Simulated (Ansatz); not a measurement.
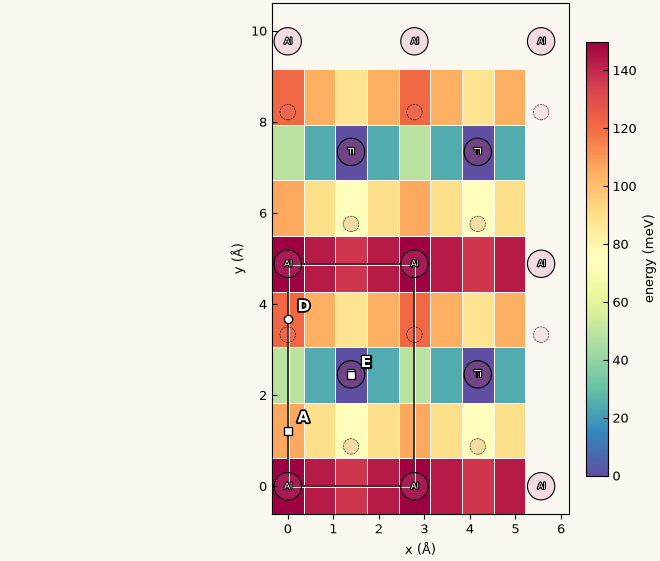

CO on a TiAl(101) slab cut from the P4/mmm phase, its upper half relaxed before the scan (12 atoms of substrate and one adsorbate in a 2 × 1 cell). CO (O end down) is moved over the surface cell at a fixed height above a rigid substrate; the origin of the map has the adsorbate above Al11; the height is held at 3.00 Å. Places are given modulo a cell vector. The map is drawn in real space over the plane of the surface. The scan uses a 4 × 4 grid; 12 points were computed and 4 follow by symmetry. Places are given in fractions of the 1 × 1 surface cell. All energies are given in meV relative to the lowest grid point. At a fixed height the lowest place need not be the adsorption site. The runs have no spin polarisation; a magnetic state may lie lower. All numbers below come from Ansatz, DFT PBE+D3(BJ), scalar-relativistic, plane waves, PAW. Settings: cutoff 420 eV, k-mesh 5×6×1, gaussian smearing 0.1 eV, no spin polarisation.

The picture shows one coloured cell a grid point, labelled circles for the atoms of the top layer and small ones for the second layer, the outline of one cell of the 2 × 2 shown, lettered points.

Is A the lowest point of the computed grid?

Answer. No. A lies 107 meV above the lowest grid point, which is at the top site over a surface Ti atom, (2/4, 2/4) of the cell vectors.

Rank the lettered points by energy, lowest first.

Answer. E (0 meV), A (107 meV), D (121 meV).

PAW datasets: the set soft_1.
